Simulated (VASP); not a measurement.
Band structure of Ti (hcp). Level of theory: MS2 meta-GGA, VASP's PBE PAW potentials (set 64) (plane waves; VASP).

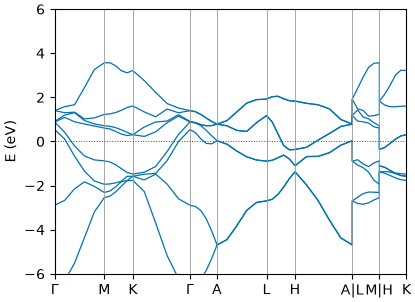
*Bands along high-symmetry lines, zero at the valence-band maximum or, without a gap, the Fermi level*

Q: Read the plot: is there a gap, and where are the band edges?

A: It has no gap at this level: it comes out as a metal or semimetal.

The compound is Ti in the hcp structure. It was relaxed first.
